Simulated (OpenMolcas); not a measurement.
## GaF: a line through the functionals

GaF has 2 atoms, charge 0, and is taken as a singlet. As SMILES, `[F][Ga]`. Geometry: relaxed at PBE0-D4/def2-TZVP.

The electronic atomisation energy y, in eV, basis def2-TZVPPD; a is the functional's share of exact exchange. Programs: OpenMolcas 26.06.

| functional | program | a | y (eV) |
| --- | --- | --- | --- |
| TPSS | OpenMolcas | 0 | 6.16 |
| r2SCAN | OpenMolcas | 0 | 6.13 |
| B3LYP | OpenMolcas | 0.2 | ? |
| PBE0 | OpenMolcas | 0.25 | 5.97 |
| BHLYP | OpenMolcas | 0.5 | 5.67 |

Question: Fit y = c + s·a to the known rows and predict B3LYP.

Answer: 
1. Means of the 4 rows: a = 0.1875, y = 5.982.
2. Σ(Δa)² = 0.17188, Σ(Δa·Δy) = -0.15938, so the slope is -0.15938/0.17188 = -0.92727.
3. Intercept: 5.982 − (-0.92727) × 0.1875 = 6.156. The largest residual of the fit is 0.046.
4. B3LYP: 6.156 + (-0.92727) × 0.2 = 5.97 eV.

The run gave 6.06 eV, so the prediction is off by -0.09 eV, more than the scatter of the fit.

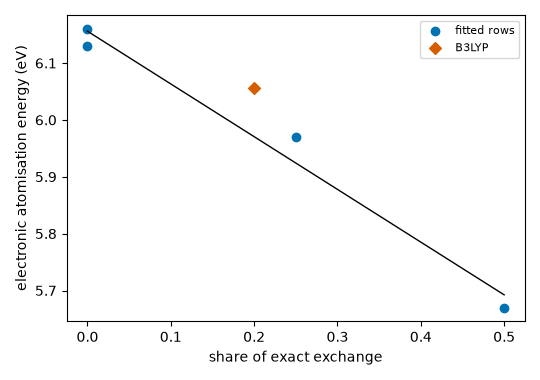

The fitted line, with the withheld row.
